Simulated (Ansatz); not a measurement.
Response to strain in MgTe

Take MgTe in the wurtzite structure (space group P6_3mc, No. 186; a = 4.609 Å, c = 7.500 Å) as the base. Axes: x lies along a and z along c of the hexagonal cell.

Strains are applied to the cell and any free atomic positions relax.

Level of theory: PBE in Ansatz (plane waves to 420 eV, PAW, no SOC).

Notes on the quantities. pressure: mean of the normal stresses, compression positive.

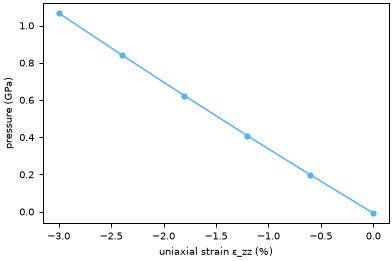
Fig. 1. Pressure against uniaxial strain ε_zz

Task: From the plot, what is the pressure for uniaxial strain ε_zz = −3.00 %?

Result: About 1.07 GPa.

Task: Is the trend monotonic over the range shown?

Result: Yes, it falls throughout, spanning -0.01 GPa to 1.07 GPa.

Whether these cells are dynamically stable was not tested.

Ansatz is an electronic-structure program.
